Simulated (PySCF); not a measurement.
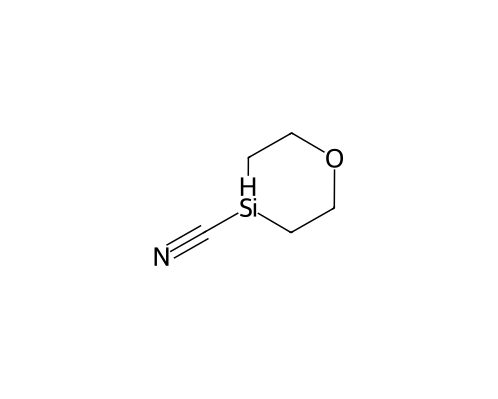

Computed geometry: GFN2-xTB optimisation. No frequency run is at hand to confirm it as a minimum. Properties computed with ωB97X-D/def2-SVPD, gas phase (PySCF 2.14.0). Excitations: vertical, linear response.

Computed properties:

The species is C5H9NOSi (`N#C[SiH]1CCOCC1`).
- dipole moment: 3.04 D
- HOMO energy (Kohn–Sham orbital): −9.68 eV
- LUMO energy (Kohn–Sham orbital): 1.39 eV
- HOMO–LUMO gap: 11.07 eV
- mean static polarisability: 87.1 bohr³
- lowest vertical singlet excitation: 7.11 eV
- its oscillator strength: 0.000
- brightest of the 8 lowest singlets: 8.10 eV
- its oscillator strength: 0.04

The geometry is semi-empirical. Around Si such bond lengths and angles can be off by a tenth of an ångström or more and by several degrees, and values that hang on the shape move with them.
